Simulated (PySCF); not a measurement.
SMILES C=Cc1cccc(C(F)(F)F)c1 (C9H7F3) at its GFN2-xTB optimised geometry (Å):

```
19

C      2.5545     0.2547     0.0006
C      1.7197    -0.7776    -0.0004
C      0.2624    -0.7193    -0.0004
C     -0.4640    -1.9118     0.0000
C     -1.8464    -1.9118     0.0000
C     -2.5418    -0.7164     0.0000
C     -1.8277     0.4767     0.0013
C     -2.5997     1.7650    -0.0114
F     -3.2692     1.9428    -1.1679
F     -3.5286     1.8130     0.9613
F     -1.8314     2.8521     0.1470
C     -0.4442     0.4840    -0.0009
H      3.6207     0.1079     0.0003
H      2.2220     1.2784     0.0016
H      2.1259    -1.7814    -0.0013
H      0.0684    -2.8521     0.0004
H     -2.3868    -2.8460     0.0000
H     -3.6207    -0.6990     0.0013
H      0.0805     1.4256    -0.0008
```

Level of theory: B3LYP/def2-SVP in PySCF. Cells within 0.4 Å of a nucleus heavier than hydrogen are left out (blank, or x).

Map of the deformation density (molecule minus spherical neutral atoms) (e/bohr³) on the plane z = 0.0 Å:

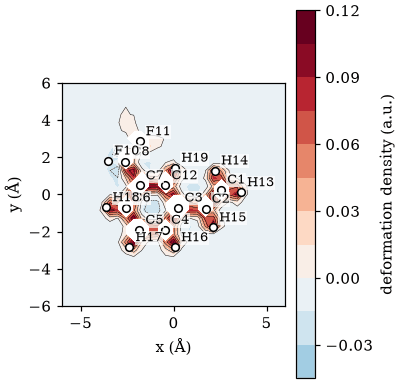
Fig. 1. Deformation density (molecule minus spherical neutral atoms) (e/bohr³) on the plane z = 0.0 Å.
